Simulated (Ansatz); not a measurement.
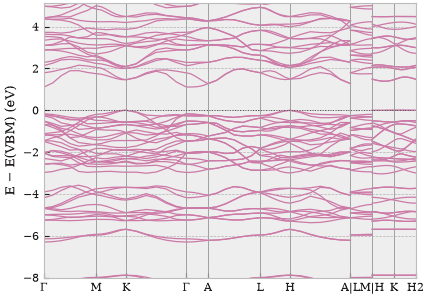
Figure: Band structure from plane-wave PAW PBE+D3(BJ) (Ansatz code)

### Question
Read off the gap and where the band edges lie.

### Answer
About 1.1 eV (1.11 eV by a search for the band edges); maximum on the K–H2 line, 25 % of the way from K, minimum at Γ.

The material is LiInP$_{2}$Se$_{6}$ in space group P-31c (No. 163; Li on 2a, In on 2d, P on 4f, Se on 12i).

The start of the workflow was typed in or built on a structure type; neither database checked (COD, Materials Project) lists it. Whether it is the stable phase at ambient conditions was not checked. The PBE+D3(BJ) relaxation kept the symmetry of its start; its stability against distortions is not shown here. The volume moved by -20 % from the start of the relaxation. Scalar-relativistic: spin–orbit coupling is off unless named, which matters more the heavier the elements.

Potentials: the later of the program's two PAW sets.
